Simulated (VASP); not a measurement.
# CrO2: cell size against the level of theory, part 3 of 9

Aim: relax CrO2 at several levels and hold each cell against experiment. The start is a cell from a database of measured crystal structures.

VASP 6.6.1, plane waves and PAW; the level of theory is named at each step.

So far. Step 2 (Magnetic order: ferromagnetic): The run ends ferromagnetic with a largest moment of 2.32 μB, and the mesh shows no gap. Step 3 (Magnetic order: antiferromagnetic within the cell): The energy lies +57.4 meV an atom from the first pattern. The run ends antiferromagnetic with a largest moment of 2.01 μB, and the mesh shows a gap of 0.10 eV.

### Step 4. Magnetic order: antiferromagnetic, q = (0, 0, 1/2)

Level of this step: LDA, DFT+U (Cr d 4 eV), spin-polarised from an antiferromagnetic start; plane waves and PAW (Cr_pv, O) (VASP).

System of this step: CrO2. It takes space group P4_2/mnm (No. 136, tetragonal). The conventional cell has a = 4.421 Å, b = 4.421 Å, c = 2.917 Å, α = 90.00°, β = 90.00°, γ = 90.00°. Nearest to Cr lie 6 O at 1.88 to 1.92 Å. Nearest to O lie 3 Cr at 1.88 to 1.92 Å. Farther neighbours and most contacts between anions are not listed.

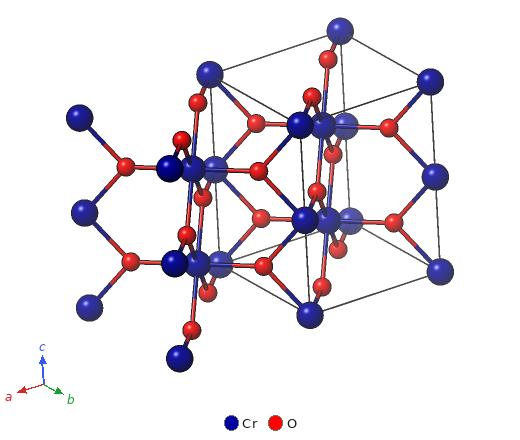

The cell of this step (chromium blue, oxygen red). 2×1×1 cells are drawn. Some periodic images of atoms are drawn too.

Next, a pattern with opposite moments, which needs a doubled cell; q is given in the reciprocal vectors of the primitive cell.

File INCAR:

```
SYSTEM = CrO2
PREC = Accurate
ENCUT = 520
EDIFF = 1E-06
NELM = 100
ISMEAR = -1
SIGMA = 0.05
LREAL = .FALSE.
ALGO = Normal
GGA = CA
NBANDS = 66
ISPIN = 2
MAGMOM = 3 -3 3 -3 0 0 0 0 0 0 0 0
LDAU = .TRUE.
LDAUTYPE = 2
LDAUL = 2 -1
LDAUU = 4 0
LDAUJ = 0 0
LDAUPRINT = 1
LASPH = .TRUE.
LMAXMIX = 4
LORBIT = 11
LWAVE = .FALSE.
LCHARG = .FALSE.
KPAR = 8
ISIF = 2
```

File POSCAR:

```
CrO2
1.0
    4.4210000000      0.0000000000      0.0000000000
    0.0000000000      4.4210000000      0.0000000000
    0.0000000000      0.0000000000      5.8340000000
Cr O
4 8
Direct
    0.0000000000      0.0000000000      0.0000000000
    0.0000000000      0.0000000000      0.5000000000
    0.5000000000      0.5000000000      0.2500000000
    0.5000000000      0.5000000000      0.7500000000
    0.3010000000      0.3010000000      0.0000000000
    0.3010000000      0.3010000000      0.5000000000
    0.1990000000      0.8010000000      0.2500000000
    0.1990000000      0.8010000000      0.7500000000
    0.6990000000      0.6990000000      0.0000000000
    0.6990000000      0.6990000000      0.5000000000
    0.8010000000      0.1990000000      0.2500000000
    0.8010000000      0.1990000000      0.7500000000
```

File KPOINTS:

```
Automatic mesh
0
Gamma
5 5 4
0 0 0
```

Potentials, in the order of the species: Cr_pv and O (PBE family, release 64).

On the command line:

```console
$ mpirun -np 8 vasp_std
```

Output:

```text
[banner, memory and clock lines left out]
running    8 mpi-ranks, on    1 nodes
 distrk:  each k-point on    1 cores,    8 groups
 distr:  one band on    1 cores,    1 groups

 POSCAR found type information on POSCAR CrO
 POSCAR found :  2 types and      12 ions
 [... a notice as in an earlier step ...]

 [... a notice as in an earlier step ...]

 LDA part: xc-table for (Slater(with rela. corr.)+CA(PZ))
 , standard interpolation
 POSCAR, INCAR and KPOINTS ok, starting setup
 FFT: planning ... GRIDC
 FFT: planning ... GRID_SOFT
 FFT: planning ... GRID
 WAVECAR not read
 entering main loop
       N       E                     dE             d eps       ncg     rms          rms(c)
DAV:   1     0.132538951302E+04    0.13254E+04   -0.50639E+04  4752   0.165E+03
DAV:   2     0.267698346202E+02   -0.12986E+04   -0.11853E+04  5032   0.512E+02
DAV:   3    -0.120845941116E+03   -0.14762E+03   -0.14193E+03  5184   0.184E+02
DAV:   4    -0.125719663101E+03   -0.48737E+01   -0.48258E+01  5288   0.321E+01
DAV:   5    -0.125836045341E+03   -0.11638E+00   -0.11627E+00  6590   0.457E+00    0.605E+01
DAV:   6    -0.107831656472E+03    0.18004E+02   -0.16052E+02  5700   0.934E+01    0.472E+01
DAV:   7    -0.100138508567E+03    0.76931E+01   -0.64241E+01  5132   0.849E+01    0.261E+01
DAV:   8    -0.980154618767E+02    0.21230E+01   -0.92948E+00  5046   0.193E+01    0.116E+01
DAV:   9    -0.972664005242E+02    0.74906E+00   -0.20315E+00  6846   0.151E+01    0.524E+00
DAV:  10    -0.973552676041E+02   -0.88867E-01   -0.65853E-01  5600   0.632E+00    0.273E+00
DAV:  11    -0.973771715897E+02   -0.21904E-01   -0.63425E-02  5838   0.163E+00    0.165E+00
DAV:  12    -0.973828832048E+02   -0.57116E-02   -0.11094E-02  5670   0.833E-01    0.684E-01
DAV:  13    -0.973855535041E+02   -0.26703E-02   -0.14916E-03  6018   0.292E-01    0.337E-01
DAV:  14    -0.973858068666E+02   -0.25336E-03   -0.77057E-04  5568   0.178E-01    0.192E-01
DAV:  15    -0.973861146779E+02   -0.30781E-03   -0.45266E-04  6004   0.130E-01    0.907E-02
DAV:  16    -0.973862107925E+02   -0.96115E-04   -0.14749E-04  5758   0.125E-01    0.408E-02
DAV:  17    -0.973862209270E+02   -0.10134E-04   -0.63588E-05  5852   0.504E-02    0.263E-02
DAV:  18    -0.973862199262E+02    0.10007E-05   -0.98589E-06  5274   0.169E-02    0.129E-02
DAV:  19    -0.973862193199E+02    0.60632E-06   -0.16837E-06  3496   0.120E-02
   1 F= -.97386219E+02 E0= -.97384552E+02  d E =-.333495E-02  mag=    -0.0000
```

Run time: 40 s. Hardware: 8 MPI ranks of Intel Xeon 6975P-C (Granite Rapids), shared host; peak memory 2.6 GiB; 4.3 min of CPU time.

OUTCAR, selected parts (step 4):

```text
  LATTYP: Found a simple tetragonal cell.
 ALAT       =     4.4210000000
 C/A-ratio  =     1.3196109477

 Found     18 irreducible k-points:

   k-points           NKPTS =     18   k-points in BZ     NKDIM =     18   number of bands    NBANDS=     66

   dimension x,y,z NGX =    36 NGY =   36 NGZ =   48
   dimension x,y,z NGXF=    72 NGYF=   72 NGZF=   96

   ENCUT  =  520.0 eV  38.22 Ry    6.18 a.u.   8.22  8.22 10.85*2*pi/ulx,y,z

   NELECT =      96.0000    total number of electrons

atom =   1  type =  1  l = 2

 onsite density matrix

spin component  1

  0.6067  0.0000  0.2555  0.0000  0.0000
  0.0000  0.6694  0.0000  0.2664  0.0000
  0.2555  0.0000  0.7623 -0.0000 -0.0000
  0.0000  0.2664 -0.0000  0.6694  0.0000
  0.0000  0.0000 -0.0000  0.0000  0.3235

spin component  2

  0.2732 -0.0000 -0.1230 -0.0000  0.0000
 -0.0000  0.2090 -0.0000 -0.1077 -0.0000
 -0.1230 -0.0000  0.1415  0.0000 -0.0000
 -0.0000 -0.1077  0.0000  0.2090 -0.0000
  0.0000 -0.0000 -0.0000 -0.0000  0.1491

 occupancies and eigenvectors

  o =  0.0679  v =  0.0000  0.0000  0.0000  0.0000  0.0000  0.5138  0.0000  0.8579  0.0000  0.0000      0.0000  0.0000  0.0000  0.0000  0.0000  0.0000  0.0000  0.0000  0.0000  0.0000
  o =  0.1014  v =  0.0000  0.0000  0.0000  0.0000  0.0000  0.0000 -0.7071  0.0000 -0.7071  0.0000      0.0000  0.0000  0.0000  0.0000  0.0000  0.0000  0.0000  0.0000  0.0000  0.0000
  o =  0.1491  v =  0.0000  0.0000  0.0000  0.0000  0.0000  0.0000 -0.0000  0.0000 -0.0000 -1.0000      0.0000  0.0000  0.0000  0.0000  0.0000  0.0000  0.0000  0.0000  0.0000  0.0000
  o =  0.3167  v =  0.0000  0.0000  0.0000  0.0000  0.0000 -0.0000  0.7071 -0.0000 -0.7071 -0.0000      0.0000  0.0000  0.0000  0.0000  0.0000  0.0000  0.0000  0.0000  0.0000  0.0000
  o =  0.3235  v =  0.0000 -0.0000  0.0000  0.0000 -1.0000  0.0000  0.0000  0.0000  0.0000  0.0000      0.0000  0.0000  0.0000  0.0000  0.0000  0.0000  0.0000  0.0000  0.0000  0.0000
  o =  0.3469  v =  0.0000  0.0000  0.0000  0.0000  0.0000 -0.8579 -0.0000  0.5138  0.0000 -0.0000      0.0000  0.0000  0.0000  0.0000  0.0000  0.0000  0.0000  0.0000  0.0000  0.0000
  o =  0.4030  v =  0.0000  0.7071  0.0000 -0.7071 -0.0000  0.0000  0.0000  0.0000  0.0000  0.0000      0.0000  0.0000  0.0000  0.0000  0.0000  0.0000  0.0000  0.0000  0.0000  0.0000
  o =  0.4174  v = -0.8035  0.0000  0.5953  0.0000  0.0000  0.0000  0.0000  0.0000  0.0000  0.0000      0.0000  0.0000  0.0000  0.0000  0.0000  0.0000  0.0000  0.0000  0.0000  0.0000
  o =  0.9358  v =  0.0000 -0.7071  0.0000 -0.7071  0.0000  0.0000  0.0000  0.0000  0.0000  0.0000      0.0000  0.0000  0.0000  0.0000  0.0000  0.0000  0.0000  0.0000  0.0000  0.0000
  o =  0.9516  v = -0.5953  0.0000 -0.8035 -0.0000 -0.0000  0.0000  0.0000  0.0000  0.0000  0.0000      0.0000  0.0000  0.0000  0.0000  0.0000  0.0000  0.0000  0.0000  0.0000  0.0000

atom =   2  type =  1  l = 2

 onsite density matrix

spin component  1

spin component  2

  0.6067  0.0000  0.2555 -0.0000 -0.0000
  0.0000  0.6694  0.0000  0.2664  0.0000
  0.2555  0.0000  0.7623 -0.0000  0.0000
 -0.0000  0.2664 -0.0000  0.6694  0.0000
 -0.0000  0.0000  0.0000  0.0000  0.3235

 occupancies and eigenvectors

  o =  0.0679  v =  0.5138  0.0000  0.8579  0.0000  0.0000  0.0000  0.0000  0.0000  0.0000  0.0000      0.0000  0.0000  0.0000  0.0000  0.0000  0.0000  0.0000  0.0000  0.0000  0.0000
  o =  0.1014  v =  0.0000 -0.7071  0.0000 -0.7071  0.0000  0.0000  0.0000  0.0000  0.0000  0.0000      0.0000  0.0000  0.0000  0.0000  0.0000  0.0000  0.0000  0.0000  0.0000  0.0000
  o =  0.1491  v =  0.0000 -0.0000  0.0000  0.0000 -1.0000  0.0000  0.0000  0.0000  0.0000  0.0000      0.0000  0.0000  0.0000  0.0000  0.0000  0.0000  0.0000  0.0000  0.0000  0.0000
  o =  0.3167  v =  0.0000  0.7071  0.0000 -0.7071 -0.0000  0.0000  0.0000  0.0000  0.0000  0.0000      0.0000  0.0000  0.0000  0.0000  0.0000  0.0000  0.0000  0.0000  0.0000  0.0000
  o =  0.3235  v =  0.0000  0.0000  0.0000  0.0000  0.0000  0.0000 -0.0000  0.0000  0.0000  1.0000      0.0000  0.0000  0.0000  0.0000  0.0000  0.0000  0.0000  0.0000  0.0000  0.0000
  o =  0.3469  v = -0.8579 -0.0000  0.5138  0.0000 -0.0000  0.0000  0.0000  0.0000  0.0000  0.0000      0.0000  0.0000  0.0000  0.0000  0.0000  0.0000  0.0000  0.0000  0.0000  0.0000
  o =  0.4030  v =  0.0000  0.0000  0.0000  0.0000  0.0000  0.0000  0.7071 -0.0000 -0.7071  0.0000      0.0000  0.0000  0.0000  0.0000  0.0000  0.0000  0.0000  0.0000  0.0000  0.0000
  o =  0.4174  v =  0.0000  0.0000  0.0000  0.0000  0.0000 -0.8035  0.0000  0.5953 -0.0000 -0.0000      0.0000  0.0000  0.0000  0.0000  0.0000  0.0000  0.0000  0.0000  0.0000  0.0000
  o =  0.9358  v =  0.0000  0.0000  0.0000  0.0000  0.0000  0.0000  0.7071  0.0000  0.7071  0.0000      0.0000  0.0000  0.0000  0.0000  0.0000  0.0000  0.0000  0.0000  0.0000  0.0000
  o =  0.9516  v =  0.0000  0.0000  0.0000  0.0000  0.0000 -0.5953  0.0000 -0.8035  0.0000  0.0000      0.0000  0.0000  0.0000  0.0000  0.0000  0.0000  0.0000  0.0000  0.0000  0.0000

atom =   3  type =  1  l = 2

 onsite density matrix

spin component  1

  0.6067  0.0000 -0.2555 -0.0000 -0.0000
  0.0000  0.6694 -0.0000 -0.2664 -0.0000
 -0.2555 -0.0000  0.7623 -0.0000  0.0000
 -0.0000 -0.2664 -0.0000  0.6694  0.0000
 -0.0000 -0.0000  0.0000  0.0000  0.3235

spin component  2

  0.2732 -0.0000  0.1230  0.0000  0.0000
[...]
o =  0.3469  v = -0.8579 -0.0000 -0.5138 -0.0000  0.0000  0.0000  0.0000  0.0000  0.0000  0.0000      0.0000  0.0000  0.0000  0.0000  0.0000  0.0000  0.0000  0.0000  0.0000  0.0000
  o =  0.4030  v =  0.0000  0.0000  0.0000  0.0000  0.0000  0.0000  0.7071 -0.0000  0.7071 -0.0000      0.0000  0.0000  0.0000  0.0000  0.0000  0.0000  0.0000  0.0000  0.0000  0.0000
  o =  0.4174  v =  0.0000  0.0000  0.0000  0.0000  0.0000  0.8035 -0.0000  0.5953  0.0000  0.0000      0.0000  0.0000  0.0000  0.0000  0.0000  0.0000  0.0000  0.0000  0.0000  0.0000
  o =  0.9358  v =  0.0000  0.0000  0.0000  0.0000  0.0000  0.0000 -0.7071 -0.0000  0.7071  0.0000      0.0000  0.0000  0.0000  0.0000  0.0000  0.0000  0.0000  0.0000  0.0000  0.0000
  o =  0.9516  v =  0.0000  0.0000  0.0000  0.0000  0.0000 -0.5953 -0.0000  0.8035  0.0000  0.0000      0.0000  0.0000  0.0000  0.0000  0.0000  0.0000  0.0000  0.0000  0.0000  0.0000

 E-fermi :   4.8595

 spin component 1
 k-point     1 :       0.0000    0.0000    0.0000
  band No.  band energies     occupation
    ...
     44       4.1019      1.00000
     45       4.1019      1.00000
     46       4.1965      1.00000
     47       4.1965      1.00000
     48       4.7065      0.95514
     49       5.0454      0.02368
     50       6.0846      0.00000
     51       6.8484      0.00000
     52       7.1582      0.00000
     53       7.3002      0.00000
    ...

 k-point     2 :       0.2000    0.0000    0.0000
  band No.  band energies     occupation
    ...
     44       3.5255      1.00000
     45       3.9311      1.00000
     46       4.1437      1.00000
     47       4.3728      0.99994
     48       4.5401      0.99832
     49       5.3191      0.00010
     50       5.9765      0.00000
     51       7.1172      0.00000
     52       7.1813      0.00000
     53       7.3519      0.00000
    ...

 k-point     3 :       0.4000    0.0000    0.0000
  band No.  band energies     occupation
    ...
     44       3.3226      1.00000
     45       3.7868      1.00000
     46       4.0043      1.00000
     47       4.1029      1.00000
     48       4.1550      1.00000
     49       5.5965      0.00000
     50       5.7897      0.00000
     51       7.1546      0.00000
     52       7.2347      0.00000
     53       7.4065      0.00000
    ...

 k-point     4 :       0.2000    0.2000    0.0000
  band No.  band energies     occupation
    ...
     44       3.4670      1.00000
     45       3.5440      1.00000
     46       3.8936      1.00000
     47       4.3533      0.99996
     48       4.5211      0.99885
     49       5.5301      0.00000
     50       5.9194      0.00000
     51       7.1768      0.00000
     52       7.1847      0.00000
     53       7.2743      0.00000
    ...

  Total       -4.4188880     -4.4188880     -2.5908815     -0.0000000      0.0000000      0.0000000
  in kB      -62.0892082    -62.0892082    -36.4041317     -0.0000000      0.0000000      0.0000000
  external PRESSURE =     -53.5275161 kB  Pullay stress =       0.0000000 kB

  energy-cutoff  :      520.00
  volume of cell :      114.03
      direct lattice vectors                 reciprocal lattice vectors
     4.421000000  0.000000000  0.000000000     0.226193169  0.000000000  0.000000000
     0.000000000  4.421000000  0.000000000     0.000000000  0.226193169  0.000000000
     0.000000000  0.000000000  5.834000000     0.000000000  0.000000000  0.171408982

 POSITION                                       TOTAL-FORCE (eV/Angst)
 -----------------------------------------------------------------------------------
      0.00000      0.00000      0.00000         0.000000      0.000000      0.300338
      0.00000      0.00000      2.91700         0.000000      0.000000      0.300338
      2.21050      2.21050      1.45850         0.000000      0.000000     -0.300338
      2.21050      2.21050      4.37550         0.000000      0.000000     -0.300338
      1.33072      1.33072      0.00000        -0.247803     -0.247803     -0.043614
      1.33072      1.33072      2.91700        -0.247803     -0.247803     -0.043614
      0.87978      3.54122      1.45850         0.247803     -0.247803      0.043614
      0.87978      3.54122      4.37550         0.247803     -0.247803      0.043614
      3.09028      3.09028      0.00000         0.247803      0.247803     -0.043614
      3.09028      3.09028      2.91700         0.247803      0.247803     -0.043614
      3.54122      0.87978      1.45850        -0.247803      0.247803      0.043614
      3.54122      0.87978      4.37550        -0.247803      0.247803      0.043614
 -----------------------------------------------------------------------------------
    total drift:                               -0.000000     -0.000000     -0.000000

  FREE ENERGIE OF THE ION-ELECTRON SYSTEM (eV)
  ---------------------------------------------------
  free  energy   TOTEN  =       -97.3862193199 eV

  energy  without entropy=      -97.3828843708  energy(sigma->0) =      -97.38455185

 total charge
# of ion       s       p       d       tot
------------------------------------------
    1        0.347   6.490   3.976  10.812
    2        0.347   6.490   3.976  10.812
    3        0.347   6.490   3.976  10.812
    4        0.347   6.490   3.976  10.812
    5        1.556   3.458   0.000   5.014
    6        1.556   3.458   0.000   5.014
    7        1.556   3.458   0.000   5.014
    8        1.556   3.458   0.000   5.014
    9        1.556   3.458   0.000   5.014
   10        1.556   3.458   0.000   5.014
   11        1.556   3.458   0.000   5.014
   12        1.556   3.458   0.000   5.014
--------------------------------------------------
tot         13.833  53.624  15.902  83.359

 magnetization (x)
# of ion       s       p       d       tot
------------------------------------------
    1        0.007   0.017   2.046   2.071
    2       -0.007  -0.017  -2.046  -2.071
    3        0.007   0.017   2.046   2.071
    4       -0.007  -0.017  -2.046  -2.071
    5       -0.002  -0.058   0.000  -0.060
    6        0.002   0.058   0.000   0.060
    7       -0.002  -0.058   0.000  -0.060
    8        0.002   0.058   0.000   0.060
    9       -0.002  -0.058   0.000  -0.060
   10        0.002   0.058   0.000   0.060
   11       -0.002  -0.058   0.000  -0.060
   12        0.002   0.058   0.000   0.060
--------------------------------------------------
tot          0.000   0.000   0.000   0.000

[... 2 parts as in an earlier step ...]

[... 6 further parts left out ...]
```

At this level the cell is under a tension of 5.4 GPa, so at these settings it is away from equilibrium.

Numbers from this step:

- SCF cycles: 19
- electrons: 96
- bands: 66
- irreducible k-points: 18
- symmetry operations: 8
- free energy (TOTEN): -97.3862 eV
- energy at zero smearing: -97.3846 eV
- Fermi energy: 4.859 eV
- pressure: -5.353 GPa
- conduction bottom at k: 0, 0, 0.5
- least direct gap at k: 0, 0, 0.5
- gap on the k-mesh: 0.1424 eV
- least direct gap on the k-mesh: 0.1424 eV

Spin moment in the PAW sphere by atom:

| atom | spin moment in the PAW sphere (μB) |
| --- | --- |
| Cr1 | 2.07 |
| Cr2 | -2.07 |
| Cr3 | 2.07 |
| Cr4 | -2.07 |
| O5 | -0.06 |
| O6 | 0.06 |
| O7 | -0.06 |
| O8 | 0.06 |
| O9 | -0.06 |
| O10 | 0.06 |
| O11 | -0.06 |
| O12 | 0.06 |

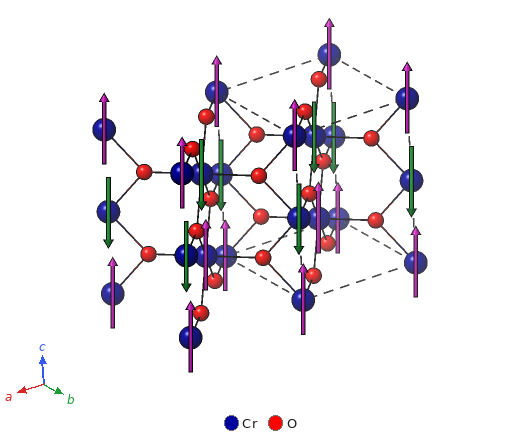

Spin moment in the PAW sphere as arrows, the longest 2.07 μB. Up and down stand for the sign. Arrows give size and sign along the axis of quantisation, drawn up and down the page. The two directions have two colours. 2×1×1 cells are drawn. Some periodic images of atoms are drawn too.

Force by atom:

| atom | x (eV/Å) | y (eV/Å) | z (eV/Å) | size |
| --- | --- | --- | --- | --- |
| Cr1 | 0.000 | 0.000 | 0.300 | 0.300 |
| Cr2 | 0.000 | 0.000 | 0.300 | 0.300 |
| Cr3 | 0.000 | 0.000 | -0.300 | 0.300 |
| Cr4 | 0.000 | 0.000 | -0.300 | 0.300 |
| O5 | -0.248 | -0.248 | -0.044 | 0.353 |
| O6 | -0.248 | -0.248 | -0.044 | 0.353 |
| O7 | 0.248 | -0.248 | 0.044 | 0.353 |
| O8 | 0.248 | -0.248 | 0.044 | 0.353 |
| O9 | 0.248 | 0.248 | -0.044 | 0.353 |
| O10 | 0.248 | 0.248 | -0.044 | 0.353 |
| O11 | -0.248 | 0.248 | 0.044 | 0.353 |
| O12 | -0.248 | 0.248 | 0.044 | 0.353 |

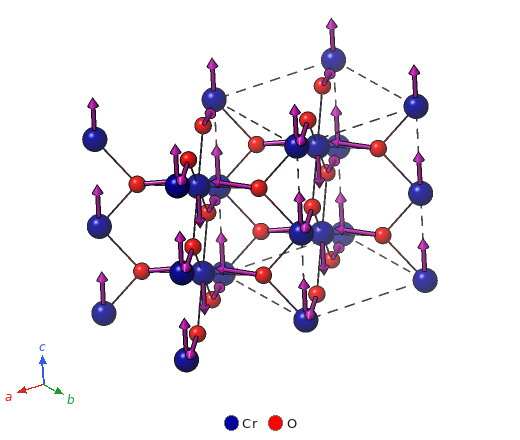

Force as arrows, the longest 0.353 eV/Å. 2×1×1 cells are drawn. Some periodic images of atoms are drawn too.

The energy lies +42.6 meV an atom from the first pattern. The run ends antiferromagnetic with a largest moment of 2.07 μB, and the mesh shows a gap of 0.14 eV.

(Continued in part 4 of 9.)

[Lines on the potential files, build, host, timing and source positions are cut from VASP's logs without a mark.]

[Logs are printed without paths, hosts, clocks, repeated set-up lines and the standing remarks that a program may print on its own settings, such as how far it seeks lower states.]

[Hosts, paths, dates, database ids (printed as entryN), source tags and the programs' standing remarks are cut or masked in the printed files.]

[A measured line is paired with the nearest computed mode of its activity, which favours agreement.]

[In band tables of VASP the shares of atoms and orbitals are scaled to a sum of 1 inside the atoms' spheres.]
